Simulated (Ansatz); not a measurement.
# ScB (triplet): the correlation ladder at distance Sc1–B2 = 7.146 Å, def2-SVP

How much of the correlation energy of ScB (triplet) does each wave-function method recover here?

Method: def2-SVP, core rule «outside noble gas», up to 10 orbitals frozen; program: Ansatz 0.2.0, Gaussian basis.

Plan: UHF; CCSD(T) on ROHF; CCSD(T) on UHF; CISD; CCSDT(Q) on ROHF; CCSDT(Q) on UHF; CASSCF and MRCISD+Q, 4 electrons in 4 orbitals; CASSCF and NEVPT2, 4 electrons in 4 orbitals; Full CI.

46 further runs of the same task are left out: 22 for a known fault of the program, 13 that didn't finish, 11 set aside as unsound or not needed.

**1. What is computed**

The geometry derives from a PBE0/def2-TZVP stationary point (not a proven minimum). One bond is set to the value named and the two fragments are kept rigid.

2 atoms, charge 0, spin multiplicity 3.

Atoms are counted from 1 here; the program's logs count them from 0.

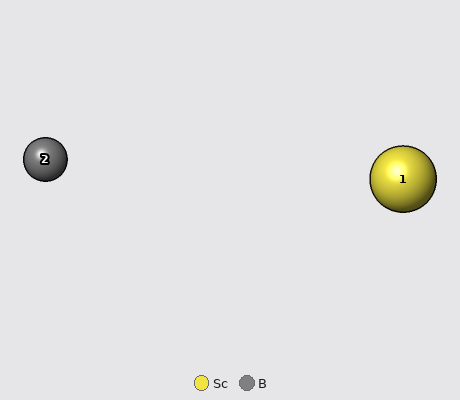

The geometry (scandium yellow, boron grey); atoms are numbered from 1 in the order of the file.

In the tables R marks a restricted open-shell determinant and U an unrestricted one; 'pair' is the active space of 4 electrons in 4 orbitals; energies count from the table's Hartree-Fock row.

**2. UHF**

in.yaml

```yaml
crystal:
  periodic: [false, false, false]
  atoms:
    - {symbol: Sc, position_ang: [0.000000, 0.000000, 0.000000]}
    - {symbol: B, position_ang: [0.000000, 0.000000, 7.146000]}
basis:
  gaussian: {orbitals: def2-SVP}
magnetization: {spin_polarized: true, initial_magnetization: 2}
hamiltonian: {xc: hf}
output: {orbitals: {seedname: orbitals}}
```

The run is started by

```sh
$ ansatz run in.yaml --threads 1 --pin off --events-out ev --progress --plain --max-ram 2393MiB
```

What it wrote, shortened:

```text
Functional definition: HF
  name "HF"
  cite "Fock, Z. Phys. 61, 126 (1930) doi:10.1007/BF01340294"
  parent pbe
[...]
492 factors; integrals over basis functions are off by at most 1.9e-4 eV
[...]
mean field -21337.24225387 eV, -784.1291899273 hartree, gradient 6.6e-6 eV, S^2 2.014492; 7 other end points of the search recorded, 0 dependent functions left out
reference -21337.24225387 eV, -784.1291899273 hartree; 14, 12 occupied and 31, 33 virtual orbitals, 492 factors
Total energy: -21337.24225387 eV, -784.1291899273 hartree
```

Run time: 14 s. Hardware: 1 thread of Arm Neoverse N1, shared host.

From the report: ⟨S²⟩ of the determinant 2.014 (pure triplet: 2.00).

**3. CCSD(T) on ROHF**

in.yaml

```yaml
crystal:
  periodic: [false, false, false]
  atoms:
    - {symbol: Sc, position_ang: [0.000000, 0.000000, 0.000000]}
    - {symbol: B, position_ang: [0.000000, 0.000000, 7.146000]}
basis:
  gaussian: {orbitals: def2-SVP}
magnetization: {spin_polarized: false, initial_magnetization: 2}
correlation: {method: ccsd_t, electrons: outside_noble_gas}
output: {forces: true}
```

Same command.

What it wrote, shortened:

```text
Functional definition: HF
  name "HF"
  cite "Fock, Z. Phys. 61, 126 (1930) doi:10.1007/BF01340294"
  parent pbe
[...]
492 factors; integrals over basis functions are off by at most 1.9e-4 eV
[...]
mean field -21337.12762502 eV, -784.1249773949 hartree, gradient 6.8e-6 eV, S^2 2.000000; 44 other end points of the search recorded, 0 dependent functions left out
[...]
determinant -21337.12762502 eV, -784.1249773949 hartree, with singles and doubles -21339.68605266 eV, -784.2189978767 hartree
determinant -21337.12758823 eV, -784.1249760429 hartree, with singles and doubles -21339.68652005 eV, -784.2190150529 hartree
determinant -21337.12724731 eV, -784.1249635145 hartree, with singles and doubles -21339.68625003 eV, -784.2190051299 hartree
determinant -21337.12715286 eV, -784.1249600435 hartree, with singles and doubles -21339.68616595 eV, -784.2190020398 hartree
[...]
determinant -21337.11914718 eV, -784.1246658401 hartree, with singles and doubles -21339.68309387 eV, -784.2188891429 hartree
10 core orbitals not correlated: weight in the atoms' cores, before any rotation towards them, 1.000 or more for the frozen orbitals, at most 0.000 for the correlated occupied ones
reference -21337.12762502 eV, -784.1249773949 hartree; 4, 2 occupied and 31, 33 virtual orbitals, 492 factors
second order -1.62520079 eV of doubles, -0.05730057 eV of singles
cycle   1  -2.56210834 eV  change   -2.0e-6 eV  update   7.1e-6
[...]
cycle  36  -2.56211175 eV  change   1.2e-11 eV  update  7.2e-10
perturbative correction -0.04084790 eV, -0.0015011326 hartree
[...]
Total energy: -21339.73058467 eV, -784.2206343976 hartree
Atom 0 at     0.000000     0.000000     0.000000 Å, force     0.000000    -0.000000     0.001348 eV/Å
Atom 1 at     0.000000     0.000000     7.146000 Å, force    -0.000000    -0.000000    -0.001348 eV/Å
Dipole moment:     0.000000     0.000000     0.009787 e Å
```

Run time: 64 s. Hardware: 1 thread of Arm Neoverse N1, shared host.

From the report: correlation -2.6030 eV; T1 0.023; largest double amplitude 0.15.

**4. CCSD(T) on UHF**

in.yaml, as its differences from that of step 3:

```diff
@@ -7,3 +7,3 @@
   gaussian: {orbitals: def2-SVP}
-magnetization: {spin_polarized: false, initial_magnetization: 2}
+magnetization: {spin_polarized: true, initial_magnetization: 2}
 correlation: {method: ccsd_t, electrons: outside_noble_gas}
```

The command is unchanged.

What it wrote, shortened:

```text
Functional definition: HF
  name "HF"
  cite "Fock, Z. Phys. 61, 126 (1930) doi:10.1007/BF01340294"
  parent pbe
[...]
492 factors; integrals over basis functions are off by at most 1.9e-4 eV
[...]
mean field -21337.24225387 eV, -784.1291899274 hartree, gradient 1.2e-10 eV, S^2 2.014492; 43 other end points of the search recorded, 0 dependent functions left out
determinant -21337.24225387 eV, -784.1291899274 hartree, with singles and doubles -21339.71245689 eV, -784.2199682140 hartree
determinant -21337.24191927 eV, -784.1291776311 hartree, with singles and doubles -21339.71267987 eV, -784.2199764083 hartree
determinant -21337.24187367 eV, -784.1291759553 hartree, with singles and doubles -21339.71263106 eV, -784.2199746147 hartree
determinant -21337.24183621 eV, -784.1291745788 hartree, with singles and doubles -21339.71260174 eV, -784.2199735372 hartree
[...]
determinant -21337.24152356 eV, -784.1291630892 hartree, with singles and doubles -21339.71582064 eV, -784.2200918294 hartree
10 core orbitals not correlated: weight in the atoms' cores, before any rotation towards them, 1.000 or more for the frozen orbitals, at most 0.000 for the correlated occupied ones
reference -21337.24225387 eV, -784.1291899274 hartree; 4, 2 occupied and 31, 33 virtual orbitals, 492 factors
second order -1.59621802 eV of doubles, -0.00000000 eV of singles
cycle   1  -2.47444021 eV  change   -1.3e-6 eV  update   3.0e-6
[...]
cycle  10  -2.47444141 eV  change  -2.2e-11 eV  update  5.8e-10
perturbative correction -0.03864738 eV, -0.0014202649 hartree
[...]
Total energy: -21339.75534265 eV, -784.2215442367 hartree
Atom 0 at     0.000000     0.000000     0.000000 Å, force     0.000000    -0.000000     0.001517 eV/Å
Atom 1 at     0.000000     0.000000     7.146000 Å, force    -0.000000    -0.000000    -0.001517 eV/Å
Dipole moment:     0.000000     0.000000     0.010178 e Å
```

Wall time 78 s (1 thread of Arm Neoverse N1, shared host).

From the report: ⟨S²⟩ of the determinant 2.014 (pure triplet: 2.00); correlation -2.5131 eV; T1 0.020; largest double amplitude 0.15.

**5. CISD**

in.yaml

```yaml
crystal:
  periodic: [false, false, false]
  atoms:
    - {symbol: Sc, position_ang: [0.000000, 0.000000, 0.000000]}
    - {symbol: B, position_ang: [0.000000, 0.000000, 7.146000]}
basis:
  gaussian: {orbitals: def2-SVP}
magnetization: {spin_polarized: false, initial_magnetization: 2}
correlation: {active_space: {ras: {orbitals: [2, 2, 31], electrons: 6, max_holes: 2, max_particles: 2}, fixed_orbitals: true}}
```

Launched as before.

What it wrote, shortened:

```text
Functional definition: HF
  name "HF"
  cite "Fock, Z. Phys. 61, 126 (1930) doi:10.1007/BF01340294"
  parent pbe
[...]
492 factors; integrals over basis functions are off by at most 1.9e-4 eV
[...]
mean field -21337.12762502 eV, -784.1249773949 hartree, gradient 6.8e-6 eV, S^2 2.000000; 23 other end points of the search recorded, 0 dependent functions left out
reference -21337.12762502 eV, -784.1249773949 hartree; 14, 12 occupied and 31, 33 virtual orbitals, 492 factors
state -21339.52781429 eV, -784.2131827237 hartree
Total energy: -21339.52781429 eV, -784.2131827237 hartree
```

Run time: 14 s. Hardware: 1 thread of Arm Neoverse N1, shared host.

From the report: 10,463 determinants.

**6. CCSDT(Q) on ROHF**

in.yaml, as its differences from that of step 5:

```diff
@@ -8,2 +8,2 @@
 magnetization: {spin_polarized: false, initial_magnetization: 2}
-correlation: {active_space: {ras: {orbitals: [2, 2, 31], electrons: 6, max_holes: 2, max_particles: 2}, fixed_orbitals: true}}
+correlation: {method: ccsdt_q, electrons: outside_noble_gas}
```

Launched as before.

What it wrote, shortened:

```text
Functional definition: HF
  name "HF"
  cite "Fock, Z. Phys. 61, 126 (1930) doi:10.1007/BF01340294"
  parent pbe
[...]
776 factors; integrals over basis functions are off by at most 7.6e-8 eV
[...]
mean field -21337.12764935 eV, -784.1249782891 hartree, gradient 3.9e-6 eV, S^2 2.000000; 44 other end points of the search recorded, 0 dependent functions left out
[...]
determinant -21337.12764935 eV, -784.1249782891 hartree, with singles and doubles -21339.68615306 eV, -784.2190015663 hartree
determinant -21337.12760454 eV, -784.1249766422 hartree, with singles and doubles -21339.68662958 eV, -784.2190190779 hartree
determinant -21337.12726362 eV, -784.1249641138 hartree, with singles and doubles -21339.68635974 eV, -784.2190091614 hartree
determinant -21337.12716918 eV, -784.1249606430 hartree, with singles and doubles -21339.68627568 eV, -784.2190060723 hartree
[...]
determinant -21337.11935339 eV, -784.1246734180 hartree, with singles and doubles -21339.68351136 eV, -784.2189044856 hartree
determinant -21337.11921144 eV, -784.1246682015 hartree, with singles and doubles -21339.68338146 eV, -784.2188997116 hartree
determinant -21337.11916344 eV, -784.1246664374 hartree, with singles and doubles -21339.68318473 eV, -784.2188924821 hartree
10 core orbitals not correlated: weight in the atoms' cores, before any rotation towards them, 1.000 or more for the frozen orbitals, at most 0.000 for the correlated occupied ones
reference -21337.12764935 eV, -784.1249782891 hartree; 4, 2 occupied and 31, 33 virtual orbitals, 776 factors
second order -1.62527818 eV of doubles, -0.05730104 eV of singles
cycle   1  -2.18845828 eV  change   -5.1e-1 eV  update   9.0e-2
[...]
cycle 150  -2.62355708 eV  change  -2.0e-10 eV  update   7.2e-7
perturbative correction -0.00001751 eV, -0.0000006436 hartree
Total energy: -21339.75122394 eV, -784.2213928770 hartree
```

Wall time 2.1 min (1 thread of Arm Neoverse N1, shared host).

From the report: correlation -2.6236 eV; T1 0.023; largest double amplitude 0.16.

**7. CCSDT(Q) on UHF**

in.yaml, as its differences from that of step 6:

```diff
@@ -7,3 +7,3 @@
   gaussian: {orbitals: def2-SVP}
-magnetization: {spin_polarized: false, initial_magnetization: 2}
+magnetization: {spin_polarized: true, initial_magnetization: 2}
 correlation: {method: ccsdt_q, electrons: outside_noble_gas}
```

Launched as before.

What it wrote, shortened:

```text
Functional definition: HF
  name "HF"
  cite "Fock, Z. Phys. 61, 126 (1930) doi:10.1007/BF01340294"
  parent pbe
[...]
776 factors; integrals over basis functions are off by at most 7.6e-8 eV
[...]
mean field -21337.24227935 eV, -784.1291908640 hartree, gradient 3.5e-10 eV, S^2 2.014492; 44 other end points of the search recorded, 0 dependent functions left out
determinant -21337.24227935 eV, -784.1291908640 hartree, with singles and doubles -21339.71255673 eV, -784.2199718833 hartree
determinant -21337.24193797 eV, -784.1291783185 hartree, with singles and doubles -21339.71279101 eV, -784.2199804927 hartree
determinant -21337.24189235 eV, -784.1291766419 hartree, with singles and doubles -21339.71274283 eV, -784.2199787224 hartree
determinant -21337.24185492 eV, -784.1291752663 hartree, with singles and doubles -21339.71271088 eV, -784.2199775482 hartree
[...]
determinant -21337.24171615 eV, -784.1291701667 hartree, with singles and doubles -21339.71623666 eV, -784.2201071180 hartree
determinant -21337.24158553 eV, -784.1291653665 hartree, with singles and doubles -21339.71610548 eV, -784.2201022974 hartree
determinant -21337.24154227 eV, -784.1291637767 hartree, with singles and doubles -21339.71591232 eV, -784.2200951988 hartree
10 core orbitals not correlated: weight in the atoms' cores, before any rotation towards them, 1.000 or more for the frozen orbitals, at most 0.000 for the correlated occupied ones
reference -21337.24227935 eV, -784.1291908640 hartree; 4, 2 occupied and 31, 33 virtual orbitals, 776 factors
second order -1.59629387 eV of doubles, -0.00000000 eV of singles
cycle   1  -2.09204399 eV  change   -5.0e-1 eV  update   9.1e-2
[...]
cycle  45  -2.53328911 eV  change   4.2e-10 eV  update   7.4e-7
perturbative correction -0.00001713 eV, -0.0000006296 hartree
Total energy: -21339.77558560 eV, -784.2222881514 hartree
```

It took 2.3 min on 1 thread of Arm Neoverse N1, shared host.

From the report: ⟨S²⟩ of the determinant 2.014 (pure triplet: 2.00); correlation -2.5333 eV; T1 0.020; largest double amplitude 0.16.

**8. CASSCF and MRCISD+Q, 4 electrons in 4 orbitals**

in.yaml

```yaml
crystal:
  periodic: [false, false, false]
  atoms:
    - {symbol: Sc, position_ang: [0.000000, 0.000000, 0.000000]}
    - {symbol: B, position_ang: [0.000000, 0.000000, 7.146000]}
basis:
  gaussian: {orbitals: def2-SVP}
magnetization: {spin_polarized: false, initial_magnetization: 2}
correlation: {method: fic_mrcisd_q, electrons: outside_noble_gas, active_space: {window: {electrons: 4, orbitals: 4}}}
```

Launched as before.

What it wrote, shortened:

```text
Functional definition: HF
  name "HF"
  cite "Fock, Z. Phys. 61, 126 (1930) doi:10.1007/BF01340294"
  parent pbe
[...]
492 factors; integrals over basis functions are off by at most 1.9e-4 eV
[...]
mean field -21337.12762502 eV, -784.1249773949 hartree, gradient 6.8e-6 eV, S^2 2.000000; 23 other end points of the search recorded, 0 dependent functions left out
reference -21337.12762502 eV, -784.1249773949 hartree; 14, 12 occupied and 31, 33 virtual orbitals, 492 factors
state -21337.63118065 eV, -784.1434827229 hartree
contracted CI cycle   1: correlation 0.00000000 eV, 0.0000000000 hartree, residual 7.40e0 eV
contracted CI cycle   2: correlation -1.78311917 eV, -0.0655284208 hartree, residual 1.98e0 eV
contracted CI cycle   3: correlation -1.92867827 eV, -0.0708776191 hartree, residual 7.98e-1 eV
contracted CI cycle   4: correlation -1.94954244 eV, -0.0716443633 hartree, residual 2.59e-1 eV
[...]
contracted CI cycle   8: correlation -2.14849162 eV, -0.0789556109 hartree, residual 1.21e-2 eV
contracted CI cycle   9: correlation -2.14849745 eV, -0.0789558250 hartree, residual 4.86e-3 eV
contracted CI cycle  10: correlation -2.14849816 eV, -0.0789558512 hartree, residual 2.58e-3 eV
contracted CI cycle  11: correlation -2.14849840 eV, -0.0789558601 hartree, residual 1.33e-3 eV
contracted CI cycle  12: correlation -2.14849846 eV, -0.0789558619 hartree, residual 6.13e-4 eV
state -21337.42013520 eV, -784.1357269457 hartree; corrected -21339.80388830 eV, -784.2233282564 hartree
state -21337.42013520 eV, -784.1357269457 hartree; corrected -21339.80388830 eV, -784.2233282564 hartree
the orbitals are reached from a further start. From the first start the search ends at -21337.63088953 eV, -784.1434720244 hartree
WARN: the results are in doubt because another end's mean lies 0.211 eV lower, and its corrected mean 0.008 eV higher
Total energy: -21339.80388830 eV, -784.2233282564 hartree
In doubt: another end's mean lies 0.211 eV lower, and its corrected mean 0.008 eV higher
```

Run time: 29 s. Hardware: 1 thread of Arm Neoverse N1, shared host.

From the report: 18 determinants; active occupations 1.93, 1.00, 0.99, 0.07. Mind the lines of doubt at the end of the log.

**9. CASSCF and NEVPT2, 4 electrons in 4 orbitals**

in.yaml, as its differences from that of step 8:

```diff
@@ -8,2 +8,2 @@
 magnetization: {spin_polarized: false, initial_magnetization: 2}
-correlation: {method: fic_mrcisd_q, electrons: outside_noble_gas, active_space: {window: {electrons: 4, orbitals: 4}}}
+correlation: {method: sc_nevpt2, electrons: outside_noble_gas, active_space: {window: {electrons: 4, orbitals: 4}}}
```

Same command.

What it wrote, shortened:

```text
Functional definition: HF
  name "HF"
  cite "Fock, Z. Phys. 61, 126 (1930) doi:10.1007/BF01340294"
  parent pbe
[...]
492 factors; integrals over basis functions are off by at most 1.9e-4 eV
[...]
mean field -21337.12762502 eV, -784.1249773949 hartree, gradient 6.8e-6 eV, S^2 2.000000; 23 other end points of the search recorded, 0 dependent functions left out
reference -21337.12762502 eV, -784.1249773949 hartree; 14, 12 occupied and 31, 33 virtual orbitals, 492 factors
state -21337.63118065 eV, -784.1434827229 hartree
state -21337.63118065 eV, -784.1434827229 hartree; corrected -21338.93302818 eV, -784.1913247372 hartree
state -21337.42013520 eV, -784.1357269457 hartree
state -21337.42013520 eV, -784.1357269457 hartree; corrected -21338.80773577 eV, -784.1867203262 hartree
state -21337.63118065 eV, -784.1434827229 hartree; corrected -21338.93302818 eV, -784.1913247372 hartree
Total energy: -21338.93302818 eV, -784.1913247372 hartree
```

Wall time 29 s (1 thread of Arm Neoverse N1, shared host).

From the report: 18 determinants; active occupations 1.93, 1.00, 1.00, 0.07.

**10. Full CI**

in.yaml, as its differences from that of step 9:

```diff
@@ -8,2 +8,2 @@
 magnetization: {spin_polarized: false, initial_magnetization: 2}
-correlation: {method: sc_nevpt2, electrons: outside_noble_gas, active_space: {window: {electrons: 4, orbitals: 4}}}
+correlation: {method: fci, electrons: outside_noble_gas}
```

Same command.

What it wrote, shortened:

```text
Functional definition: HF
  name "HF"
  cite "Fock, Z. Phys. 61, 126 (1930) doi:10.1007/BF01340294"
  parent pbe
[...]
776 factors; integrals over basis functions are off by at most 7.6e-8 eV
[...]
mean field -21337.12764935 eV, -784.1249782891 hartree, gradient 3.9e-6 eV, S^2 2.000000; 23 other end points of the search recorded, 0 dependent functions left out
[...]
determinant -21337.12764935 eV, -784.1249782891 hartree, with singles and doubles -21339.68545197 eV, -784.2189758016 hartree
determinant -21337.12760454 eV, -784.1249766422 hartree, with singles and doubles -21339.68592676 eV, -784.2189932499 hartree
determinant -21337.12688766 eV, -784.1249502974 hartree, with singles and doubles -21339.68473793 eV, -784.2189495609 hartree
determinant -21337.12764935 eV, -784.1249782891 hartree, with singles and doubles -21339.68906145 eV, -784.2191084475 hartree
determinant -21337.12760454 eV, -784.1249766422 hartree, with singles and doubles -21339.68886255 eV, -784.2191011379 hartree
determinant -21337.12688766 eV, -784.1249502974 hartree, with singles and doubles -21339.68836656 eV, -784.2190829106 hartree
10 core orbitals not correlated: weight in the atoms' cores, before any rotation towards them, 1.000 or more for the frozen orbitals, at most 0.000 for the correlated occupied ones
reference -21337.12764935 eV, -784.1249782891 hartree; 4, 2 occupied and 31, 33 virtual orbitals, 776 factors
state -21339.75026540 eV, -784.2213576513 hartree
Total energy: -21339.75026540 eV, -784.2213576513 hartree
```

It took 12 min on 1 thread of Arm Neoverse N1, shared host; peak memory 1.9 GiB.

From the report: 10,710,353 determinants, symmetry A1.

**11. Natural occupations**

Natural occupations of the FCI state about the gap (report; correlated orbitals 1 to 10): 1.877, 1.852, 0.989, 0.982, 0.054, 0.054, 0.047, 0.047, 0.043, 0.009. The count of effectively unpaired electrons, Σ n²(2 − n)², is 2.17; a single determinant of this spin has 2.

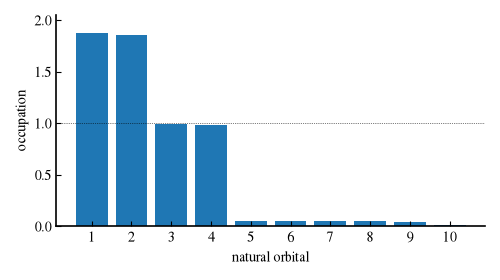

Natural occupations of the FCI state.

**12. The ladder**

The yardstick is full CI for this spin, exact in this basis with these frozen cores. Rows without a time come out of other runs: HF, MP2 and CCSD of CCSD(T), CCSDT of CCSDT(Q), CASSCF and MRCISD of the multireference runs. The times of RCCSD(T), UCCSD(T) include forces.

Differences are taken before rounding.

```csv
method,energy from the lowest ROHF (meV),from FCI (meV),time
ROHF,0.0,+2622.6,
UHF,-114.6,+2508.0,
RMP2,-1682.5,+940.1,
UMP2,-1710.8,+911.8,
CISD,-2400.2,+222.5,14 s
RCCSD,-2562.1,+60.5,
UCCSD,-2589.1,+33.6,
RCCSD(T),-2603.0,+19.7,64 s
UCCSD(T),-2627.7,-5.1,78 s
RCCSDT,-2623.6,-0.9,
UCCSDT,-2647.9,-25.3,
RCCSDT(Q),-2623.6,-1.0,2.1 min
UCCSDT(Q),-2648.0,-25.3,2.3 min
CASSCF pair,-503.6,+2119.1,
NEVPT2 pair,-1805.4,+817.2,29 s
FCI,-2622.6,0,12 min
```

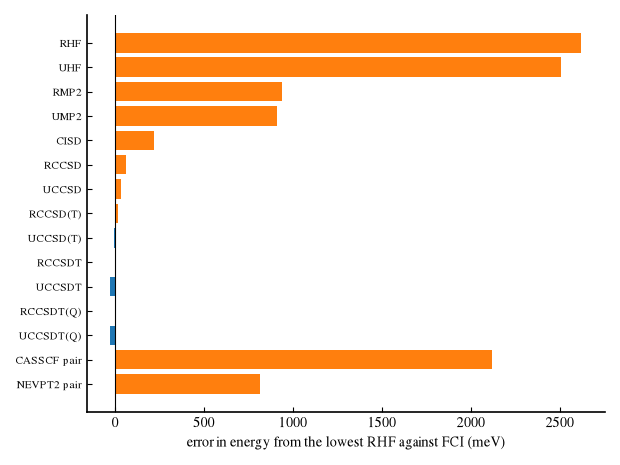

How far each level lands from FCI.

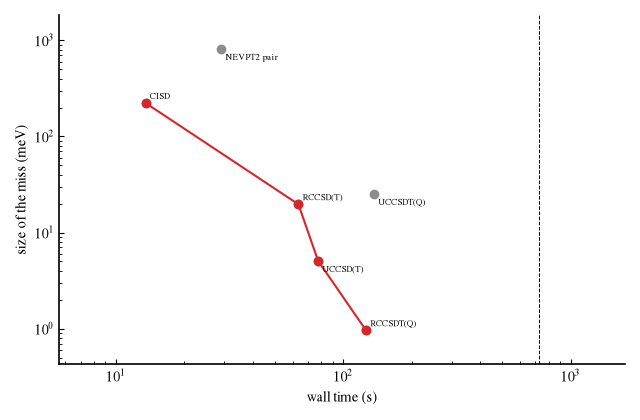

Accuracy for the time spent; red marks the levels that beat every quicker one drawn (of those quicker than the yardstick), and the dashed line is the time of FCI. Times are from a shared host.

Not comparable, so not listed: CASSCF and MRCISD+Q, 4 electrons in 4 orbitals (they don't share determinant, frozen orbitals or solution with the rows shown, or repeat one).

**13. What came out**

| quantity | value |
| --- | --- |
| FCI from the ROHF energy | -2.6226 eV |
| RMP2 from FCI | +940.1 meV |
| UMP2 from FCI | +911.8 meV |
| RCCSD from FCI | +60.5 meV |
| RCCSD(T) from FCI | +19.7 meV |
| UCCSD(T) from FCI | -5.1 meV |
| RCCSDT(Q) from FCI | -1.0 meV |
| UCCSDT(Q) from FCI | -25.3 meV |
| NEVPT2 pair from FCI | +817.2 meV |
| levels within 1 kcal/mol (43 meV) | UCCSD, RCCSD(T), UCCSD(T), RCCSDT, UCCSDT, RCCSDT(Q), UCCSDT(Q) |
| T1 diagnostic | 0.023 |
| effectively unpaired electrons | 2.17 |

In words: RCCSD(T) misses by +19.7 meV, 0.8 % of the correlation energy. CCSD(T) misses by +19.7 meV on the restricted determinant and by -5.1 meV on the unrestricted one; the two need not hold the same state or core. UCCSD(T), UCCSDT, UCCSDT(Q) fall below full CI: unrestricted runs freeze a spin-polarised core, another one than full CI's, and coupled cluster isn't variational. One determinant dominates. These misses are within one basis, not against nature; the frozen cores of restricted and unrestricted runs differ, which can shift their rows.

Levels on UHF freeze UHF's core orbitals, full CI those of ROHF, so the U rows can settle a little off it for that reason alone.

With open shells the CI space here admits some triples and quadruples, so it is larger than plain CISD.

For cost: RCCSDT(Q) gets within 1.0 meV in 2.1 min, where FCI took 12 min; the quickest level in the cost chart, CISD, takes 14 s and misses by 222.5 meV.
